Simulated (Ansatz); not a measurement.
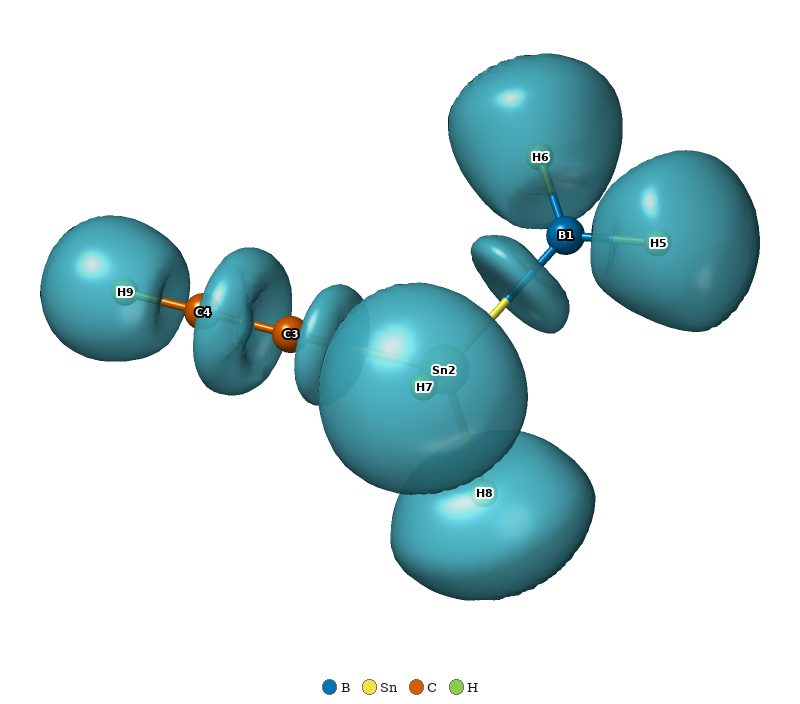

Figure 1: C$_{2}$H$_{5}$BSn (SMILES [BH2][SnH2][C]#C). Isosurface of the electron localisation function at 0.8 (cyan), seen at a tilt. Only the valence region is drawn (cores and ρ < 0.01 e/Å³ removed).

Geometry: PBE0-D4/def2-TZVP; core potentials replace the inner electrons of Sn.

Theory: Ansatz, RKS PBE0-D4/def2-TZVPP.

| atom | x (Å) | y (Å) | z (Å) |
| --- | --- | --- | --- |
| B | -1.1385 | 1.3965 | -0.9934 |
| Sn | 0.0855 | -0.4702 | -0.7844 |
| C | 0.7719 | -0.7073 | 1.1748 |
| C | 1.1529 | -0.8152 | 2.3151 |
| H | -1.6063 | 1.6828 | -2.0536 |
| H | -1.3321 | 2.1128 | -0.0602 |
| H | 1.4723 | -0.4527 | -1.7815 |
| H | -0.8090 | -1.8775 | -1.1547 |
| H | 1.4919 | -0.9154 | 3.3208 |

Describe the localisation domains.

Answer. The surface consists of one region between bonded C–C atoms (shared pairs), five regions around hydrogen nuclei, one lobe of the valence shell of B pointing towards Sn (polar bonds) and one lobe of the valence shell of C pointing towards Sn (polar bonds). Along the contacts the grid gives the following. C–C (1.21 Å): the ELF peaks at about 0.85 between the atoms (a short, multiple covalent bond). C–Sn (2.09 Å): the ELF peaks at about 0.95 in the valence shell of C, 0.7 Å from its nucleus, and drops to about 0.15 between the two atoms.
